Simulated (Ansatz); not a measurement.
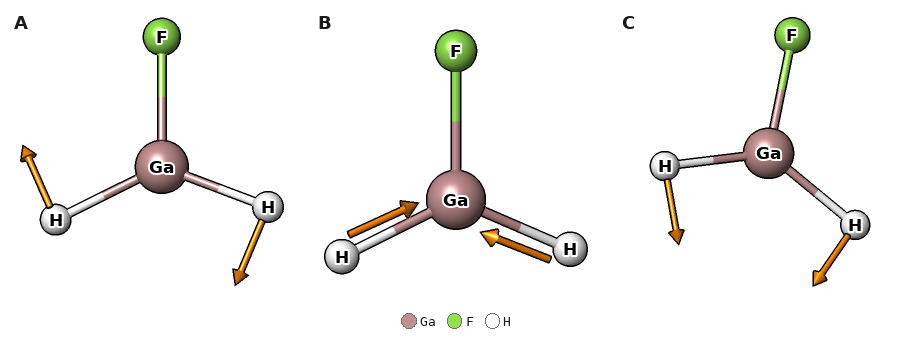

3 normal modes of one molecule or complex, as arrows. Harmonic vibrations computed with RKS PBE0-D4/def2-TZVP (Ansatz 0.2.0) at a stationary point of the same level.

### Match the panels to the wavenumbers 520 cm⁻¹, 733 cm⁻¹, 2023 cm⁻¹.

A: 520 cm⁻¹, F–Ga–H bending
B: 2023 cm⁻¹, in-phase stretching of 2 Ga–H bonds
C: 733 cm⁻¹, H–Ga–H bending
